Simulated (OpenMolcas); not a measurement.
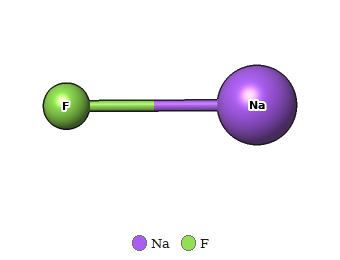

**Figure 1.** The molecule at the reference distance of 2.012 Å.

**Relativistic diatomic calculation for NaF⁻ (part 1 of 2)**

- system: NaF⁻.
- method: SA-CASSCF(7,7)/XMS-CASPT2 + RASSI spin-orbit (X2C scalar, AMFI), ANO-RCC-VTZP (OpenMolcas)

### Key numbers

- outcome: converged; components of a degenerate state are split by 13 cm⁻¹; whether the anion is bound against detachment isn't tested
- lowest spin-free state: ²Σ
- lowest spin-orbit level: Ω = 1/2, −262.10431 hartree
- next level: Ω = 1/2, 10,034 cm⁻¹
- hardware: 1 thread of AMD EPYC (Zen 5), 96 GiB of memory available, shared host
- wall time: 17 s

### Notes

To bear in mind: the two components of ²Δ at 5.93 eV, degenerate in CASSCF as they must be, are split by 13 cm⁻¹ in XMS-CASPT2, an artefact that passes into its spin-orbit levels; the run doesn't test whether the anion keeps its extra electron; the basis has no added diffuse functions, and states above the detachment threshold, which may include the lowest, are held only by it.

### Input file
```
&GATEWAY
Coord
2
angstrom
Na 0.0 0.0 0.0
F 0.0 0.0 2.0120
Basis=ANO-RCC-VTZP
Group=XY
RX2C
AMFI
ANGMom
0.0 0.0 0.0
RICD
&SEWARD
&GUESSORB
&RASSCF
FileOrb=$CurrDir/o21.orb
Symmetry=1
Spin=2
nActEl=7 0 0
Inactive=5 2
RAS2=3 4
CIRoot=7 7 1
Linear
Iterations=120 100
OrbListing=Nothing
PRWF=0.15
>>COPY $Project.RasOrb $CurrDir/o21.orb
>>COPY $Project.rasscf.h5 $CurrDir/r21.h5
&CASPT2
XMultistate=all
Imaginary=0.2
IPEA=0.25
MaxIter=40
>>COPY $Project.JobMix JOB001
&RASSCF
FileOrb=$CurrDir/o22.orb
Symmetry=2
Spin=2
nActEl=7 0 0
Inactive=5 2
RAS2=3 4
CIRoot=8 8 1
Linear
Iterations=120 100
OrbListing=Nothing
PRWF=0.15
>>COPY $Project.RasOrb $CurrDir/o22.orb
>>COPY $Project.rasscf.h5 $CurrDir/r22.h5
&CASPT2
XMultistate=all
Imaginary=0.2
IPEA=0.25
MaxIter=40
>>COPY $Project.JobMix JOB002
&RASSCF
FileOrb=$CurrDir/o41.orb
Symmetry=1
Spin=4
nActEl=7 0 0
Inactive=5 2
RAS2=3 4
CIRoot=5 5 1
Linear
Iterations=120 100
OrbListing=Nothing
PRWF=0.15
>>COPY $Project.RasOrb $CurrDir/o41.orb
>>COPY $Project.rasscf.h5 $CurrDir/r41.h5
&CASPT2
XMultistate=all
Imaginary=0.2
IPEA=0.25
MaxIter=40
>>COPY $Project.JobMix JOB003
&RASSCF
FileOrb=$CurrDir/o42.orb
Symmetry=2
Spin=4
nActEl=7 0 0
Inactive=5 2
RAS2=3 4
CIRoot=4 4 1
Linear
Iterations=120 100
OrbListing=Nothing
PRWF=0.15
>>COPY $Project.RasOrb $CurrDir/o42.orb
>>COPY $Project.rasscf.h5 $CurrDir/r42.h5
&CASPT2
XMultistate=all
Imaginary=0.2
IPEA=0.25
MaxIter=40
>>COPY $Project.JobMix JOB004
&RASSI
Nr of JobIphs=4 7 8 5 4
1 2 3 4 5 6 7
1 2 3 4 5 6 7 8
1 2 3 4 5
1 2 3 4
SpinOrbit
EJob
Omega
MEES
MESO
Properties=4
'AngMom' 3 'Mltpl  1' 1 'Mltpl  1' 2 'Mltpl  1' 3
Thrs=1.0d-4
>>COPY $Project.rassi.h5 $CurrDir/so.h5
```

The first orbital files come from an earlier step.

Launched with:
```bash
pymolcas m.inp (one call a module block, same work directory)
```

### The program's output (extracts)
```
++    Wave function specifications:
      Number of closed shell electrons          14
      Number of electrons in active shells       7
      Number of inactive orbitals                7
      Number of active orbitals                  7
      Number of secondary orbitals              50
      Spin quantum number                      0.5
      State symmetry                             1
++    Orbital specifications:
      Symmetry species                           1   2
                                                 a   b
      Frozen orbitals                            0   0
      Inactive orbitals                          5   2
      Active orbitals                            3   4
      RAS2 orbitals                              3   4
      Secondary orbitals                        26  24
      Number of basis functions                 34  30
      printout of CI-coefficients larger than  0.15 for root  1
      energy=    -261.638989
      conf/sym  111 2222     Coeff  Weight
            49  2u0 2200  -0.85780 0.73582
            53  2u0 2d0u  -0.17287 0.02989
            55  2u0 2u0d  -0.18032 0.03251
            67  20u 2200   0.33909 0.11498
           121  2u0 d2u0   0.17287 0.02989
           188  2u0 u2d0   0.18032 0.03251
      printout of CI-coefficients larger than  0.15 for root  2
      energy=    -261.558409
      conf/sym  111 2222     Coeff  Weight
            49  2u0 2200   0.24875 0.06188
            67  20u 2200   0.81422 0.66296
            71  20u 2d0u   0.15999 0.02560
            73  20u 2u0d   0.20053 0.04021
            76  udu 2200   0.21405 0.04582
           137  20u d2u0  -0.15999 0.02560
           206  20u u2d0  -0.20053 0.04021
      printout of CI-coefficients larger than  0.15 for root  3
      energy=    -261.526826
      conf/sym  111 2222     Coeff  Weight
            58  u20 2200   0.89150 0.79477
           341  u00 2220  -0.22923 0.05255
           346  u00 2202  -0.22923 0.05255
      printout of CI-coefficients larger than  0.15 for root  4
      energy=    -261.508153
      conf/sym  111 2222     Coeff  Weight
            50  2u0 2du0  -0.56792 0.32253
            51  2u0 2ud0  -0.32159 0.10342
            53  2u0 2d0u   0.21977 0.04830
           121  2u0 d2u0   0.21977 0.04830
           123  2u0 d20u   0.56792 0.32253
           191  2u0 u20d   0.32159 0.10342
      printout of CI-coefficients larger than  0.15 for root  5
      energy=    -261.508153
      conf/sym  111 2222     Coeff  Weight
            50  2u0 2du0  -0.21977 0.04830
            53  2u0 2d0u  -0.56792 0.32253
            55  2u0 2u0d  -0.32159 0.10342
           121  2u0 d2u0  -0.56792 0.32253
           123  2u0 d20u   0.21977 0.04830
           188  2u0 u2d0  -0.32159 0.10342
      printout of CI-coefficients larger than  0.15 for root  6
      energy=    -261.506518
      conf/sym  111 2222     Coeff  Weight
            50  2u0 2du0   0.60369 0.36444
            51  2u0 2ud0   0.35443 0.12562
           123  2u0 d20u   0.60369 0.36445
           191  2u0 u20d   0.35443 0.12562
      printout of CI-coefficients larger than  0.15 for root  7
      energy=    -261.487530
      conf/sym  111 2222     Coeff  Weight
            53  2u0 2d0u  -0.20159 0.04064
            76  udu 2200   0.77231 0.59646
            94  uud 2200  -0.50616 0.25620
           121  2u0 d2u0   0.20159 0.04064
      Natural orbitals and occupation numbers for root  1
      sym 1:   1.995817   0.999062   0.004268
      sym 2:   1.962384   1.962384   0.038042   0.038042
      Natural orbitals and occupation numbers for root  2
      sym 1:   1.957331   0.063384   0.974550
      sym 2:   1.928125   1.928125   0.074243   0.074243
      Natural orbitals and occupation numbers for root  3
      sym 1:   1.049728   1.689664   0.047312
      sym 2:   1.976983   1.976983   0.129665   0.129665
      Natural orbitals and occupation numbers for root  4
      sym 1:   1.999935   0.999900   0.000124
      sym 2:   1.499966   1.499964   0.500057   0.500054
      Natural orbitals and occupation numbers for root  5
      sym 1:   1.999935   0.999900   0.000124
      sym 2:   1.499965   1.499964   0.500056   0.500055
      Natural orbitals and occupation numbers for root  6
      sym 1:   1.999727   0.999703   0.000067
      sym 2:   1.500090   1.500092   0.500159   0.500162
      Natural orbitals and occupation numbers for root  7
      sym 1:   1.209944   0.881631   0.907052
      sym 2:   1.942015   1.942015   0.058672   0.058672
      RASSCF energy for state  7                   -261.48753020
::    RASSCF root number  1 Total energy:   -261.63898934
::    RASSCF root number  2 Total energy:   -261.55840945
::    RASSCF root number  3 Total energy:   -261.52682643
::    RASSCF root number  4 Total energy:   -261.50815329
::    RASSCF root number  5 Total energy:   -261.50815329
::    RASSCF root number  6 Total energy:   -261.50651767
::    RASSCF root number  7 Total energy:   -261.48753020
      Von Neumann Entropy (Root   1) =  0.79337
++    Wave function specifications:
      Number of closed shell electrons           8
      Number of electrons in active shells       7
      Number of inactive orbitals                4
      Number of active orbitals                  7
      Number of secondary orbitals              50
      Spin quantum number                      0.5
      State symmetry                             1
      Number of CSFs                           392
      Number of CASSCF root(s) available         7
      CASPT2 state passed to geometry opt.       7
      A file JOBMIX will be created
      This is a MULTI-STATE CASSCF reference
      Number of CI roots used                    7
      These are:                                 1   2   3   4   5   6   7
      Off-diagonal elements of Heff are computed
  FINAL CASPT2 RESULT:
      Reference energy:        -261.6389893352
      E2 (Non-variational):      -0.4650808781
      Shift correction:          -0.0031418197
      E2 (Variational):          -0.4682226977
      Total energy:            -262.1072120329
      Reference weight:           0.89767
  FINAL CASPT2 RESULT:
      Reference energy:        -261.5584094515
      E2 (Non-variational):      -0.4355015162
      Shift correction:          -0.0040053102
      E2 (Variational):          -0.4395068264
      Total energy:            -261.9979162779
      Reference weight:           0.90683
  FINAL CASPT2 RESULT:
      Reference energy:        -261.5268264304
      E2 (Non-variational):      -0.3786855681
      Shift correction:          -0.0013790418
      E2 (Variational):          -0.3800646099
      Total energy:            -261.9068910403
      Reference weight:           0.93563
  FINAL CASPT2 RESULT:
      Reference energy:        -261.5081532946
      E2 (Non-variational):      -0.3763532952
      Shift correction:          -0.0017814960
      E2 (Variational):          -0.3781347912
      Total energy:            -261.8862880857
      Reference weight:           0.93488
  FINAL CASPT2 RESULT:
      Reference energy:        -261.5081532946
      E2 (Non-variational):      -0.3763959638
      Shift correction:          -0.0017867348
      E2 (Variational):          -0.3781826986
      Total energy:            -261.8863359931
      Reference weight:           0.93484
  FINAL CASPT2 RESULT:
      Reference energy:        -261.5065176698
      E2 (Non-variational):      -0.3768990171
      Shift correction:          -0.0018159317
      E2 (Variational):          -0.3787149488
      Total energy:            -261.8852326186
      Reference weight:           0.93454
  FINAL CASPT2 RESULT:
      Reference energy:        -261.4875301992
      E2 (Non-variational):      -0.3758094602
      Shift correction:          -0.0011175180
      E2 (Variational):          -0.3769269782
      Total energy:            -261.8644571774
      Reference weight:           0.93852
       Total XMS-CASPT2 energies:
::    XMS-CASPT2 Root  1     Total energy:   -262.10430895
::    XMS-CASPT2 Root  2     Total energy:   -261.99935000
::    XMS-CASPT2 Root  3     Total energy:   -261.90705571
::    XMS-CASPT2 Root  4     Total energy:   -261.88634154
::    XMS-CASPT2 Root  5     Total energy:   -261.88628254
::    XMS-CASPT2 Root  6     Total energy:   -261.88523260
::    XMS-CASPT2 Root  7     Total energy:   -261.86576190
++    Wave function specifications:
      Number of closed shell electrons          14
      Number of electrons in active shells       7
      Number of inactive orbitals                7
      Number of active orbitals                  7
      Number of secondary orbitals              50
      Spin quantum number                      0.5
      State symmetry                             2
      printout of CI-coefficients larger than  0.15 for root  1
      energy=    -261.565216
      conf/sym  111 2222     Coeff  Weight
             5  220 2u00  -0.22894 0.05241
           163  200 220u  -0.87483 0.76533
           167  200 2u02  -0.19252 0.03706
           171  ud0 220u  -0.24516 0.06010
           273  200 u2du   0.24462 0.05984
      printout of CI-coefficients larger than  0.15 for root  2
      energy=    -261.565216
      conf/sym  111 2222     Coeff  Weight
            32  220 u200   0.22894 0.05241
           161  200 22u0  -0.87483 0.76533
           166  200 2uud  -0.20266 0.04107
           169  ud0 22u0  -0.24516 0.06010
           272  200 u220   0.19252 0.03706
      printout of CI-coefficients larger than  0.15 for root  3
      energy=    -261.535117
      conf/sym  111 2222     Coeff  Weight
             5  220 2u00   0.88038 0.77506
            14  202 2u00  -0.15496 0.02401
           162  200 2u20   0.25019 0.06260
           163  200 220u  -0.21617 0.04673
           167  200 2u02   0.20307 0.04124
      printout of CI-coefficients larger than  0.15 for root  4
      energy=    -261.535117
      conf/sym  111 2222     Coeff  Weight
            32  220 u200  -0.88038 0.77506
            59  202 u200   0.15496 0.02401
           161  200 22u0  -0.21617 0.04673
           272  200 u220  -0.20307 0.04124
           277  200 u202  -0.25019 0.06260
      printout of CI-coefficients larger than  0.15 for root  5
      energy=    -261.498108
      conf/sym  111 2222     Coeff  Weight
            23  2uu 2d00   0.90802 0.82450
           171  ud0 220u  -0.32625 0.10644
           248  uu0 220d   0.21225 0.04505
      printout of CI-coefficients larger than  0.15 for root  6
      energy=    -261.498108
      conf/sym  111 2222     Coeff  Weight
            86  2uu d200  -0.90802 0.82450
           169  ud0 22u0  -0.32625 0.10644
           245  uu0 22d0   0.21225 0.04505
      printout of CI-coefficients larger than  0.15 for root  7
      energy=    -261.496404
      conf/sym  111 2222     Coeff  Weight
            23  2uu 2d00  -0.40025 0.16020
           163  200 220u   0.21054 0.04433
           171  ud0 220u  -0.70844 0.50189
           248  uu0 220d   0.47418 0.22485
           273  200 u2du  -0.19746 0.03899
      printout of CI-coefficients larger than  0.15 for root  8
      energy=    -261.496404
      conf/sym  111 2222     Coeff  Weight
            86  2uu d200   0.40025 0.16020
           161  200 22u0   0.21054 0.04433
           166  200 2uud   0.16230 0.02634
           169  ud0 22u0  -0.70845 0.50189
           245  uu0 22d0   0.47418 0.22485
      Natural orbitals and occupation numbers for root  1
      sym 1:   1.967919   0.134890   0.006738
      sym 2:   1.970294   1.926349   0.033229   0.960581
      Natural orbitals and occupation numbers for root  2
      sym 1:   1.967919   0.134890   0.006738
      sym 2:   1.926349   1.970294   0.960581   0.033229
      Natural orbitals and occupation numbers for root  3
      sym 1:   1.975594   1.596495   0.054222
      sym 2:   1.987998   1.089279   0.138279   0.158133
      Natural orbitals and occupation numbers for root  4
      sym 1:   1.975594   1.596495   0.054222
      sym 2:   1.089279   1.987998   0.158133   0.138279
      Natural orbitals and occupation numbers for root  5
      sym 1:   1.850453   0.984362   0.835863
      sym 2:   1.994470   1.162662   0.005532   0.166658
      Natural orbitals and occupation numbers for root  6
      sym 1:   1.850454   0.984362   0.835863
      sym 2:   1.162662   1.994470   0.166658   0.005532
      Natural orbitals and occupation numbers for root  7
      sym 1:   1.386601   0.792577   0.164644
      sym 2:   1.955774   1.819118   0.049027   0.832258
      Natural orbitals and occupation numbers for root  8
      sym 1:   1.386601   0.792577   0.164644
      sym 2:   1.819118   1.955774   0.832258   0.049027
      RASSCF energy for state  8                   -261.49640419
::    RASSCF root number  1 Total energy:   -261.56521613
::    RASSCF root number  2 Total energy:   -261.56521613
::    RASSCF root number  3 Total energy:   -261.53511726
::    RASSCF root number  4 Total energy:   -261.53511726
::    RASSCF root number  5 Total energy:   -261.49810798
::    RASSCF root number  6 Total energy:   -261.49810798
::    RASSCF root number  7 Total energy:   -261.49640419
::    RASSCF root number  8 Total energy:   -261.49640419
      Von Neumann Entropy (Root   1) =  0.99278
++    Wave function specifications:
      Number of closed shell electrons           8
      Number of electrons in active shells       7
      Number of inactive orbitals                4
      Number of active orbitals                  7
      Number of secondary orbitals              50
      Spin quantum number                      0.5
      State symmetry                             2
      Number of CSFs                           392
      Number of CASSCF root(s) available         8
      CASPT2 state passed to geometry opt.       8
      A file JOBMIX will be created
      This is a MULTI-STATE CASSCF reference
      Number of CI roots used                    8
      These are:                                 1   2   3   4   5   6   7   8
      Off-diagonal elements of Heff are computed
  FINAL CASPT2 RESULT:
      Reference energy:        -261.5652161312
      E2 (Non-variational):      -0.4919802592
      Shift correction:          -0.0066773816
      E2 (Variational):          -0.4986576407
      Total energy:            -262.0638737719
      Reference weight:           0.87455
  FINAL CASPT2 RESULT:
      Reference energy:        -261.5652161301
      E2 (Non-variational):      -0.4919802613
      Shift correction:          -0.0066773807
      E2 (Variational):          -0.4986576420
      Total energy:            -262.0638737720
      Reference weight:           0.87455
  FINAL CASPT2 RESULT:
      Reference energy:        -261.5351172566
      E2 (Non-variational):      -0.3800401412
      Shift correction:          -0.0012868863
      E2 (Variational):          -0.3813270275
      Total energy:            -261.9164442841
      Reference weight:           0.93579
  FINAL CASPT2 RESULT:
      Reference energy:        -261.5351172564
      E2 (Non-variational):      -0.3800401416
      Shift correction:          -0.0012868865
      E2 (Variational):          -0.3813270281
      Total energy:            -261.9164442844
      Reference weight:           0.93579
  FINAL CASPT2 RESULT:
      Reference energy:        -261.4981079782
      E2 (Non-variational):      -0.3790860115
      Shift correction:          -0.0010596024
      E2 (Variational):          -0.3801456139
      Total energy:            -261.8782535921
      Reference weight:           0.93753
  FINAL CASPT2 RESULT:
      Reference energy:        -261.4981079782
      E2 (Non-variational):      -0.3790860116
      Shift correction:          -0.0010596024
      E2 (Variational):          -0.3801456140
      Total energy:            -261.8782535922
      Reference weight:           0.93753
  FINAL CASPT2 RESULT:
      Reference energy:        -261.4964041921
      E2 (Non-variational):      -0.3782323931
      Shift correction:  SPIN-FREE ENERGIES:
  (Shifted by EMIN (a.u.) =       -262.1043089471)
 SF State       Relative EMIN(au)   Rel lowest level(eV)    D:o, cm**(-1)      Abs_M
     1             0.0000000000        0.0000000000              0.0000         0.0
     8             0.0458102396        1.2465601240          10054.1855         1.0
     9             0.0458102396        1.2465601240          10054.1855         1.0
     2             0.1049589519        2.8560785806          23035.8273         0.0
    10             0.1861153087        5.0644555525          40847.5888         1.0
    11             0.1861153093        5.0644555678          40847.5889         1.0
     3             0.1972532420        5.3675341561          43292.0826         0.0
    16             0.2159412828        5.8760616526          47393.6334         0.0
     4             0.2179674092        5.9311953605          47838.3168         2.0
     5             0.2180264062        5.9328007508          47851.2651         2.0
    17             0.2182427730        5.9386883911          47898.7521         2.0
    18             0.2182484911        5.9388439895          47900.0071         2.0
     6             0.2190763437        5.9613710058          48081.6998         0.0
    19             0.2201869389        5.9915918408          48325.4472         0.0
    13             0.2246599836        6.1133095874          49307.1671         1.0
    12             0.2246599836        6.1133095874          49307.1671         1.0
    21             0.2257253301        6.1422991432          49540.9836         1.0
    22             0.2257253307        6.1422991593          49540.9837         1.0
    14             0.2264099970        6.1609298770          49691.2506         1.0
    15             0.2264099970        6.1609298770          49691.2506         1.0
    23             0.2267449286        6.1700438311          49764.7596         1.0
    24             0.2267449286        6.1700438311          49764.7596         1.0
    20             0.2364764053        6.4348508030          51900.5719         0.0
     7             0.2385470509        6.4911959399          52355.0261         0.0
```

(Continued in part 2.)
